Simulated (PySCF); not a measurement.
## Run report: C₃H₈AlFO, geometry relaxation

C₃H₈AlFO, SMILES CC[O][Al]([CH3])[F], computed with PBE0-D3(BJ)/def2-SVP geometry optimisation, gas phase (PySCF 2.14.0).

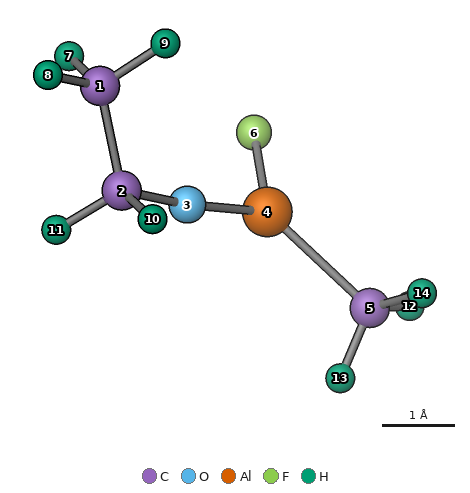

Figure 1. The structure as given in the input (ball-and-stick view, seen at a tilt; atoms are numbered from 1 in the order of the input). Sticks mark near contacts. Bond lengths as drawn: Al–C 1.95 Å, Al–F 1.67 Å, Al–O 1.69 Å, C–C 1.49 Å, C–H 1.07 to 1.11 Å and C–O 1.39 Å.

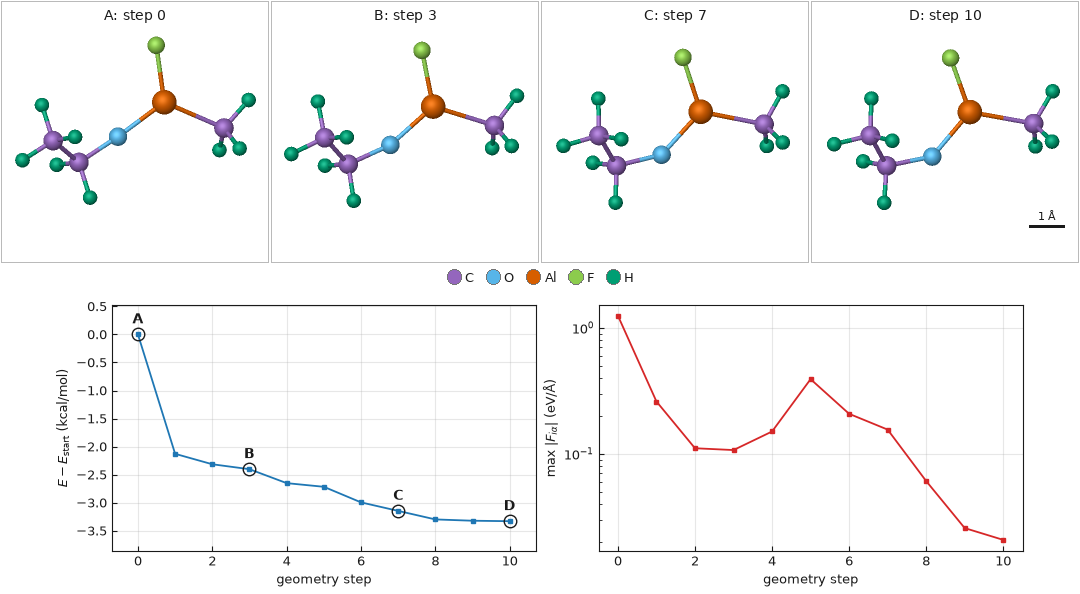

Figure 2. Frames of the relaxation (ball-and-stick view, seen at a tilt) above the curves, on which the letters mark them (steps are counted from 0).

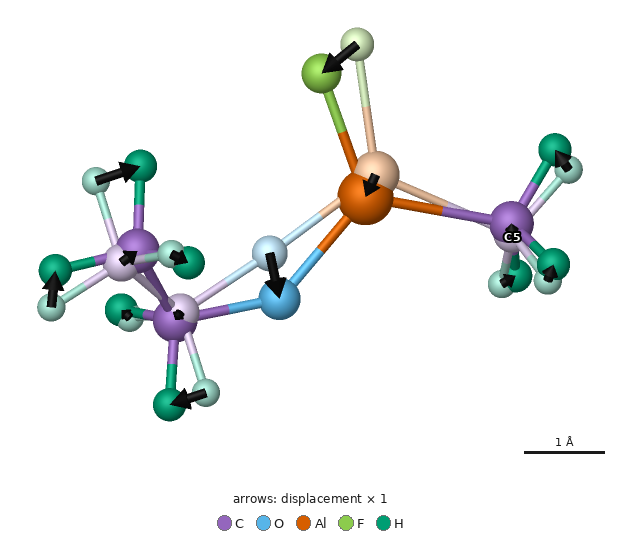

Figure 3. Start (faint) and end (solid) with the displacements as black arrows, at true length (ball-and-stick view, seen at a tilt). The two geometries are laid on each other by the best rigid fit. The largest moves after the best rigid fit, 0.59 Å, are those of O3 and H7. By element the largest moves are O 0.59 Å, H 0.59 Å, F 0.58 Å, Al 0.31 Å, C 0.25 Å. Among the contacts that change: C5–H13 1.069 → 1.102 Å, C1–H8 1.075 → 1.101 Å, C1–C2 1.495 → 1.516 Å, C2–H11 1.086 → 1.107 Å. Among the angles that change: C2–O3–Al4 175.3° → 141.3°, H10–C2–H11 109.1° → 106.2°, O3–Al4–F6 116.4° → 118.6°. After 10 geometry steps the energy has fallen by 3.33 kcal/mol. Largest force component: 1.2 eV/Å at the start, 0.021 eV/Å at the end. (Atoms are counted from 1 in the order of the input.)

The input that produced these results follows, with the program's output.

The input:
```
{"job": {"xc": "PBE0", "basis": "def2-SVP", "d3": "d3bj", "grid": 1, "shake": 0.01, "kind": "geom"}, "charge": 0, "multiplicity": 1}
C     -2.480000    -0.236400     0.282150
C     -1.246370    -0.873290    -0.272010
O     -0.128430    -0.094540    -0.021040
Al     1.150700     0.944460     0.347580
C      2.920890     0.260620     0.801170
F      0.813630     2.578150     0.307550
H     -2.629410     0.760110    -0.186810
H     -3.351270    -0.829510     0.069960
H     -2.406590    -0.062290     1.371370
H     -1.104490    -1.857000     0.201800
H     -1.342300    -1.007200    -1.345220
H      3.639740     1.088320     0.909170
H      3.260460    -0.413460     0.043760
H      2.896280    -0.273070     1.762850
```

The first line tells a small driver script what to run in PySCF; the rest is the geometry in Å.

Run as:
```bash
OMP_NUM_THREADS=1 python <driver script> task.json out
```

What the program printed:
```
step   0  E = -536.03019656  max force = 0.024265
step   1  E = -536.03358874  max force = 0.005064
step   2  E = -536.03388542  max force = 0.002156
step   3  E = -536.03402557  max force = 0.002087
step   4  E = -536.03442164  max force = 0.002929
step   5  E = -536.03452556  max force = 0.007617
step   6  E = -536.03496829  max force = 0.004045
step   7  E = -536.03521030  max force = 0.003032
step   8  E = -536.03545247  max force = 0.001185
step   9  E = -536.03548949  max force = 0.000502
step  10  E = -536.03550291  max force = 0.000405
optimisation converged
```

Trajectory as extended XYZ (Å, eV, eV/Å), 11 frames, from step=0 to step=10:
```
14
Properties=species:S:1:pos:R:3:forces:R:3 step=0 energy=-14586.12460
C    -2.4800   -0.2364    0.2822    0.0660   1.2478   0.1259
C    -1.2464   -0.8733   -0.2720    0.6418   0.3357   0.7686
O    -0.1284   -0.0945   -0.0210    0.7355   0.3304   0.1040
Al    1.1507    0.9445    0.3476   -0.5201  -0.5567  -0.0811
C     2.9209    0.2606    0.8012   -0.6021   1.1240   0.7589
F     0.8136    2.5781    0.3075    0.1070  -0.0384   0.0216
H    -2.6294    0.7601   -0.1868    0.0169  -0.2719   0.1251
H    -3.3513   -0.8295    0.0700   -0.7843  -0.5355  -0.0781
H    -2.4066   -0.0623    1.3714    0.0321  -0.1739  -0.1409
H    -1.1045   -1.8570    0.2018    0.0106  -0.2789  -0.1308
H    -1.3423   -1.0072   -1.3452   -0.1289  -0.2623  -0.6326
H     3.6397    1.0883    0.9092    0.0408  -0.0655  -0.0719
H     3.2605   -0.4135    0.0438    0.4286  -0.7545  -0.7692
H     2.8963   -0.2731    1.7629   -0.0440  -0.1001   0.0004
14
Properties=species:S:1:pos:R:3:forces:R:3 step=1 energy=-14586.21690
C    -2.4214   -0.2964    0.2908   -0.0726  -0.1039  -0.0877
C    -1.1857   -0.9835   -0.2556   -0.1441  -0.0046  -0.1304
O    -0.0323   -0.2720    0.0044   -0.0236  -0.1788  -0.0161
Al    1.0515    0.9361    0.3628    0.1513   0.2604   0.0454
C     2.8758    0.4747    0.7938    0.0296  -0.1427  -0.1731
F     0.5759    2.5372    0.3243   -0.0185  -0.1042  -0.0116
H    -2.5279    0.7034   -0.1539   -0.0309   0.0539  -0.0126
H    -3.3332   -0.8768    0.0630    0.1000   0.0593   0.0469
H    -2.3458   -0.1780    1.3811   -0.0209  -0.0015   0.0672
H    -1.0942   -1.9981    0.1786   -0.0157   0.0252  -0.0126
H    -1.2960   -1.1237   -1.3511    0.0123  -0.0023   0.0979
H     3.5442    1.3422    0.8636    0.0411   0.0682  -0.0052
H     3.2685   -0.2128    0.0193   -0.0213   0.1075   0.1526
H     2.9165   -0.0659    1.7518    0.0134  -0.0365   0.0394
14
Properties=species:S:1:pos:R:3:forces:R:3 step=2 energy=-14586.22498
C    -2.4306   -0.2840    0.2914    0.0254   0.0110  -0.0163
C    -1.2089   -0.9892   -0.2655   -0.0723   0.0511  -0.0205
O    -0.0351   -0.3073   -0.0014    0.0851  -0.1108   0.0257
Al    1.0653    0.8948    0.3591    0.0120   0.1109   0.0077
C     2.9034    0.4841    0.7989   -0.0273  -0.0818  -0.0389
F     0.5663    2.4862    0.3175   -0.0211  -0.0090  -0.0109
H    -2.5263    0.7240   -0.1412   -0.0057  -0.0024   0.0070
H    -3.3493   -0.8465    0.0634    0.0063  -0.0044   0.0080
H    -2.3528   -0.1798    1.3850   -0.0056   0.0000  -0.0006
H    -1.1403   -2.0084    0.1596   -0.0032   0.0007   0.0026
H    -1.3231   -1.1197   -1.3589    0.0025   0.0095   0.0108
H     3.5454    1.3746    0.8651   -0.0319   0.0162  -0.0057
H     3.3242   -0.1935    0.0376    0.0279   0.0075   0.0274
H     2.9577   -0.0491    1.7622    0.0080   0.0016   0.0038
14
Properties=species:S:1:pos:R:3:forces:R:3 step=3 energy=-14586.22879
C    -2.4253   -0.2711    0.2954    0.0315   0.0293   0.0167
C    -1.2178   -0.9922   -0.2706   -0.0254   0.0820   0.0180
O    -0.0296   -0.3342   -0.0036    0.1038  -0.1073   0.0361
Al    1.0679    0.8747    0.3539   -0.0479   0.0320  -0.0141
C     2.9085    0.4814    0.7992   -0.0271  -0.0247   0.0240
F     0.5504    2.4592    0.3060   -0.0094   0.0210  -0.0082
H    -2.5099    0.7427   -0.1267    0.0056  -0.0148   0.0037
H    -3.3514   -0.8189    0.0671   -0.0327  -0.0174  -0.0064
H    -2.3442   -0.1787    1.3904    0.0039   0.0019  -0.0169
H    -1.1675   -2.0155    0.1466    0.0044  -0.0051   0.0054
H    -1.3350   -1.1124   -1.3637   -0.0102   0.0087  -0.0262
H     3.5310    1.3865    0.8630   -0.0219  -0.0015   0.0025
H     3.3504   -0.1915    0.0486    0.0271  -0.0233  -0.0274
H     2.9684   -0.0435    1.7674   -0.0018   0.0194  -0.0072
14
Properties=species:S:1:pos:R:3:forces:R:3 step=4 energy=-14586.23957
C    -2.3911   -0.2197    0.3155    0.0035   0.0324   0.0786
C    -1.2450   -1.0051   -0.2875    0.0633   0.1006   0.0618
O    -0.0045   -0.4497   -0.0095    0.1272  -0.1304   0.0525
Al    1.0669    0.7942    0.3322   -0.1506  -0.1073  -0.0577
C     2.9148    0.4723    0.7988   -0.0130   0.1345   0.1351
F     0.4784    2.3515    0.2569    0.0190   0.0866  -0.0029
H    -2.4166    0.8128   -0.0675    0.0231  -0.0228  -0.0092
H    -3.3531   -0.6987    0.0854   -0.0736  -0.0148  -0.0305
H    -2.2951   -0.1735    1.4130    0.0217   0.0088  -0.0329
H    -1.2682   -2.0419    0.0962    0.0133  -0.0124   0.0012
H    -1.3754   -1.0799   -1.3815   -0.0368   0.0076  -0.0745
H     3.4666    1.4243    0.8530    0.0237  -0.0447   0.0151
H     3.4280   -0.1828    0.0831    0.0043  -0.0698  -0.1178
H     2.9903   -0.0173    1.7848   -0.0251   0.0317  -0.0188
14
Properties=species:S:1:pos:R:3:forces:R:3 step=5 energy=-14586.24239
C    -2.2763   -0.1117    0.3665   -0.0744   0.0197   0.1483
C    -1.2832   -1.0287   -0.3137    0.0983   0.0268   0.0604
O     0.0419   -0.7194   -0.0141    0.1147  -0.0940   0.0525
Al    1.0333    0.6131    0.2856   -0.1021  -0.2715  -0.0769
C     2.8899    0.4591    0.7922   -0.0528   0.3917   0.2790
F     0.2959    2.1010    0.1440    0.0676   0.1958   0.0163
H    -2.1425    0.9400    0.0668    0.0381  -0.0541  -0.0281
H    -3.3050   -0.4136    0.1281   -0.1093   0.0047  -0.0531
H    -2.1680   -0.1686    1.4633    0.0388   0.0071  -0.0429
H    -1.4783   -2.0729   -0.0094    0.0094  -0.0183  -0.0005
H    -1.4262   -0.9943   -1.4067   -0.0742   0.0039  -0.1221
H     3.2988    1.4842    0.8162    0.1170  -0.0906   0.0290
H     3.5276   -0.1481    0.1429   -0.0146  -0.1391  -0.2230
H     2.9881    0.0462    1.8114   -0.0567   0.0178  -0.0390
14
Properties=species:S:1:pos:R:3:forces:R:3 step=6 energy=-14586.25444
C    -2.3358   -0.1657    0.3450   -0.0093   0.0106   0.0780
C    -1.2641   -1.0189   -0.3014    0.0750   0.0549   0.0428
O     0.0266   -0.5879   -0.0109    0.0644  -0.0999   0.0423
Al    1.0501    0.7108    0.3054   -0.1564  -0.1359  -0.0634
C     2.9018    0.4670    0.7972    0.0144   0.2080   0.1399
F     0.3931    2.2400    0.1920    0.0334   0.0686  -0.0034
H    -2.2786    0.8797    0.0040    0.0172  -0.0057  -0.0130
H    -3.3375   -0.5541    0.1095   -0.0461   0.0037  -0.0305
H    -2.2267   -0.1725    1.4421    0.0213   0.0080  -0.0234
H    -1.3734   -2.0648    0.0400    0.0209  -0.0092  -0.0060
H    -1.4085   -1.0361   -1.3968   -0.0301   0.0094  -0.0503
H     3.3985    1.4501    0.8367    0.0542  -0.0527   0.0135
H     3.4672   -0.1761    0.1100   -0.0306  -0.0672  -0.1051
H     2.9833    0.0147    1.8001   -0.0283   0.0074  -0.0214
14
Properties=species:S:1:pos:R:3:forces:R:3 step=7 energy=-14586.26103
C    -2.3202   -0.1576    0.3536   -0.0064  -0.0030   0.0456
C    -1.2635   -1.0237   -0.3019    0.0450   0.0440   0.0189
O     0.0348   -0.6168   -0.0076    0.0526  -0.0637   0.0344
Al    1.0399    0.7003    0.3000   -0.1146  -0.0842  -0.0459
C     2.8920    0.4717    0.7974    0.0226   0.1559   0.0901
F     0.3750    2.2264    0.1738    0.0238   0.0265  -0.0090
H    -2.2416    0.8890    0.0206    0.0089  -0.0001  -0.0084
H    -3.3299   -0.5236    0.1139   -0.0246   0.0074  -0.0170
H    -2.2090   -0.1755    1.4501    0.0114   0.0033  -0.0121
H    -1.3884   -2.0712    0.0287    0.0149  -0.0049  -0.0043
H    -1.4107   -1.0269   -1.3980   -0.0201   0.0063  -0.0239
H     3.3962    1.4507    0.8317    0.0368  -0.0378   0.0074
H     3.4504   -0.1789    0.1091   -0.0333  -0.0457  -0.0608
H     2.9711    0.0224    1.8014   -0.0171  -0.0041  -0.0150
14
Properties=species:S:1:pos:R:3:forces:R:3 step=8 energy=-14586.26762
C    -2.2673   -0.1314    0.3837    0.0092  -0.0086  -0.0081
C    -1.2609   -1.0334   -0.3046   -0.0368  -0.0247  -0.0275
O     0.0614   -0.7135    0.0034   -0.0256   0.0435   0.0100
Al    1.0076    0.6587    0.2798    0.0609   0.0348   0.0054
C     2.8609    0.4869    0.7975    0.0027   0.0130  -0.0014
F     0.3087    2.1659    0.0989   -0.0012  -0.0298  -0.0156
H    -2.1213    0.9188    0.0862   -0.0089   0.0044   0.0024
H    -3.2987   -0.4219    0.1292    0.0136  -0.0003   0.0054
H    -2.1560   -0.1947    1.4781   -0.0108  -0.0057   0.0088
H    -1.4423   -2.0838   -0.0125    0.0020  -0.0039  -0.0065
H    -1.4124   -0.9867   -1.4007    0.0001  -0.0074   0.0166
H     3.3794    1.4572    0.8098    0.0006  -0.0006  -0.0064
H     3.4026   -0.1888    0.1161   -0.0124  -0.0003   0.0161
H     2.9342    0.0528    1.8080    0.0068  -0.0145   0.0006
14
Properties=species:S:1:pos:R:3:forces:R:3 step=9 energy=-14586.26863
C    -2.2878   -0.1482    0.3774    0.0093  -0.0037  -0.0056
C    -1.2577   -1.0293   -0.3025   -0.0138   0.0036  -0.0068
O     0.0542   -0.6704    0.0027   -0.0105   0.0030   0.0166
Al    1.0175    0.6863    0.2852    0.0258   0.0246  -0.0069
C     2.8695    0.4881    0.7991   -0.0051  -0.0046   0.0016
F     0.3388    2.2022    0.1079   -0.0077  -0.0188  -0.0153
H    -2.1705    0.9034    0.0715   -0.0022   0.0005   0.0010
H    -3.3104   -0.4687    0.1241    0.0044   0.0010   0.0037
H    -2.1769   -0.1996    1.4724   -0.0057  -0.0025   0.0031
H    -1.4121   -2.0811    0.0005    0.0068  -0.0026  -0.0067
H    -1.4090   -0.9983   -1.3988   -0.0014   0.0011   0.0101
H     3.4040    1.4495    0.8129   -0.0013   0.0020  -0.0051
H     3.3966   -0.1945    0.1135   -0.0040   0.0016   0.0097
H     2.9397    0.0471    1.8070    0.0052  -0.0053   0.0007
14
Properties=species:S:1:pos:R:3:forces:R:3 step=10 energy=-14586.26899
C    -2.2879   -0.1506    0.3810    0.0059  -0.0015   0.0008
C    -1.2570   -1.0278   -0.3025   -0.0069   0.0010  -0.0023
O     0.0548   -0.6694    0.0042   -0.0145   0.0047   0.0192
Al    1.0183    0.6884    0.2822    0.0208   0.0119  -0.0117
C     2.8690    0.4896    0.7996   -0.0057  -0.0088   0.0050
F     0.3395    2.2027    0.0932   -0.0054  -0.0100  -0.0118
H    -2.1716    0.9026    0.0806   -0.0002   0.0005  -0.0005
H    -3.3100   -0.4707    0.1254    0.0022   0.0004   0.0016
H    -2.1783   -0.2079    1.4759   -0.0031  -0.0009   0.0009
H    -1.4109   -2.0807   -0.0034    0.0083  -0.0035  -0.0086
H    -1.4084   -0.9927   -1.3986   -0.0027   0.0018   0.0055
H     3.4070    1.4491    0.8079   -0.0009   0.0022  -0.0036
H     3.3936   -0.1990    0.1179   -0.0010   0.0021   0.0051
H     2.9380    0.0529    1.8095    0.0033   0.0001   0.0004
```

Summary:

```json
{"quantity": "outcome", "value": "converged"}
{"quantity": "total energy", "value": "−536.035503 hartree"}
{"quantity": "dipole moment", "value": "1.07 D"}
{"quantity": "point group", "value": "C1"}
{"quantity": "hardware", "value": "1 CPU thread, shared host"}
{"quantity": "wall time", "value": "75 s"}
{"quantity": "peak memory", "value": "0.52 GiB"}
```
